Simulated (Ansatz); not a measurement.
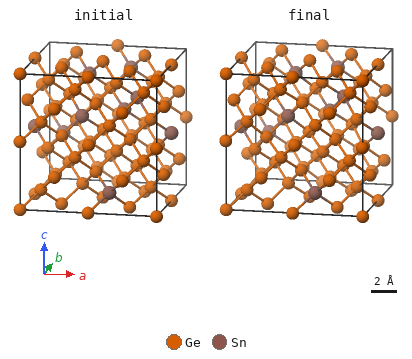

The structure of crystalline Ge56Sn8 (a generated structure) before (left) and after (right) a relaxation, at one scale.

The picture is a ball-and-stick view of the cell of the calculation (origin shifted), seen slightly off an axis.

Method: DFT, PBEsol, PAW, plane waves in Ansatz 0.2.0. Settings: plane-wave cutoff 420 eV; k-point mesh 1 × 1 × 1; mesh shifted by (0.25, 0.25, 0.25); no spin polarisation; cell relaxed at fixed shape; force threshold 0.03 eV/Å; at most 80 steps.

> What changed between the two?

The largest moves relative to the cell, 0.20 Å, are those of Ge atoms. By element the largest moves are Ge 0.20 Å, Sn 0.17 Å. The volume changes by +0.3 %, with a = b = c 11.559 → 11.569 Å (+0.1 %). Near-neighbour distances that change, for instance: Sn–Sn 2.458 → 2.745 Å, Ge–Sn 2.436 → 2.609 Å, Ge–Sn 2.469 → 2.626 Å, Ge–Sn 2.473 → 2.608 Å. Among the angles between lasting bonds that change: Ge–Ge–Sn 110.5° → 103.5°, Ge–Ge–Ge 110.8° → 104.0°, Sn–Ge–Sn 112.6° → 106.4°. The space group stays P1 (No. 1). After 6 geometry steps the energy has fallen by 48.3 meV per atom. The largest force component goes from 1.9 to 0.0071 eV/Å. The pressure goes from 1.00 to 0.00 GPa.
